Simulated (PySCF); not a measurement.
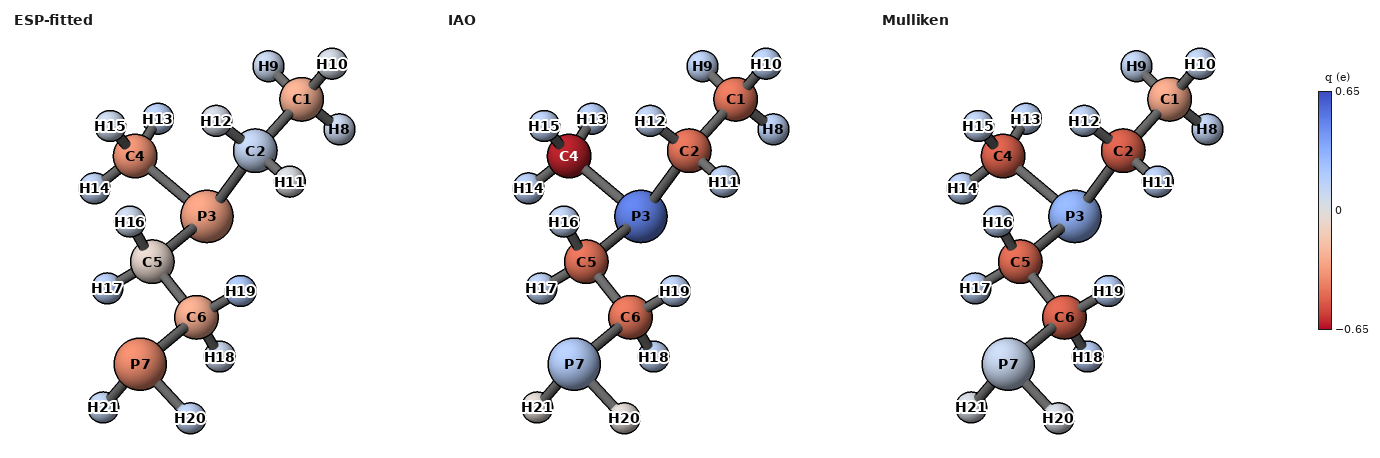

Atomic charges of one calculation by 3 schemes, on one colour scale. The geometry was computed by an optimisation with GFN2-xTB. No frequency run is at hand to confirm it as a minimum. Level of theory: PBE0/pcSseg-1 (PySCF 2.14.0).

On which atom do the schemes disagree most?

On P3 (from −0.29 to 0.48 e).

List the charges (e), one line for each set of equivalent atoms.

| atom | ESP-fitted | IAO | Mulliken |
| --- | --- | --- | --- |
| C1 | −0.24 | −0.41 | −0.26 |
| C2 | 0.12 | −0.43 | −0.48 |
| P3 | −0.29 | 0.48 | 0.29 |
| C4 | −0.33 | −0.61 | −0.48 |
| C5 | −0.05 | −0.43 | −0.45 |
| C6 | −0.25 | −0.42 | −0.46 |
| P7 | −0.36 | 0.17 | 0.09 |
| H8 | 0.08 | 0.14 | 0.12 |
| H9 | 0.09 | 0.14 | 0.11 |
| H10 | 0.04 | 0.14 | 0.12 |
| H11 | 0.02 | 0.14 | 0.15 |
| H12 | 0.04 | 0.13 | 0.14 |
| H13 | 0.15 | 0.15 | 0.15 |
| H14 | 0.13 | 0.15 | 0.14 |
| H15 | 0.08 | 0.14 | 0.13 |
| H16 | 0.08 | 0.13 | 0.14 |
| H17 | 0.16 | 0.14 | 0.15 |
| H18 | 0.09 | 0.15 | 0.16 |
| H19 | 0.20 | 0.14 | 0.16 |
| H20 | 0.13 | −0.02 | 0.03 |
| H21 | 0.12 | −0.03 | 0.03 |

The geometry is semi-empirical. Around P such bond lengths and angles can be off by a tenth of an ångström or more and by several degrees, and values that hang on the shape move with them.
